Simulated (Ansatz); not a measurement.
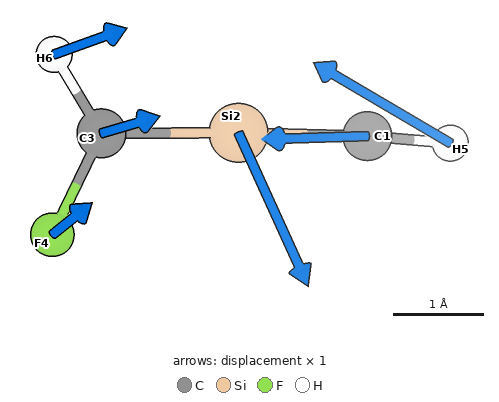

This is a relaxation of C$_{2}$H$_{2}$FSi (charge +1). The starting structure is drawn; blue arrows show the displacements, at their true length. The two geometries are superimposed by the best rigid fit.

Style: ball-and-stick. Shown at a tilt.

Method: RKS PBE0-D4/def2-TZVP in Ansatz 0.2.0.

Input
```yaml
crystal:
  periodic: [false, false, false]
  atoms:
    - {symbol: C, position_ang: [-0.657180, 1.259570, -1.517590]}
    - {symbol: Si, position_ang: [-0.084760, 0.277530, -0.248730]}
    - {symbol: C, position_ang: [0.492540, -0.797300, 1.086620]}
    - {symbol: F, position_ang: [-0.021810, -1.993390, 1.239820]}
    - {symbol: H, position_ang: [-1.024170, 1.821460, -2.355480]}
    - {symbol: H, position_ang: [1.295380, -0.567880, 1.795350]}
basis:
  gaussian: {orbitals: def2-TZVP}
total_charge: 1
hamiltonian: {xc: pbe0, dispersion: d4}
relax: {f_tol: 0.005, max_steps: 200}
```

Command:
```bash
ansatz run in.yaml --threads 2 --pin off --events-out ev --progress --plain --max-ram 4352MiB
```

**What happened in the run?**

The atom that moves furthest after the best rigid fit is H5 (2.04 Å). By element the largest moves are H 2.04 Å, Si 1.98 Å, C 1.42 Å, F 0.66 Å. Some distances before and after: C1–C3 3.512 → 1.351 Å, Si2–C3 1.809 → 2.774 Å, C1–Si2 1.704 → 1.791 Å, C1–H5 1.074 → 1.091 Å. New bonds form, among them: C1–C3 (3.51 → 1.35 Å). Bonds break, among them: Si2–C3 (1.81 → 2.77 Å). Among the angles between lasting bonds that change: Si2–C1–H5 176.3° → 120.4°. The energy falls by 108.9 kcal/mol in 39 accepted moves (43 points after the start). Largest force component: 2.6 eV/Å at the start, 0.00037 eV/Å at the end. The line search rejected the trial steps at points 1, 4, 10, 42 of the run. Cost: 2.9 min on 2 threads of Intel Xeon Platinum 8259CL @ 2.50GHz, with other jobs on the host.
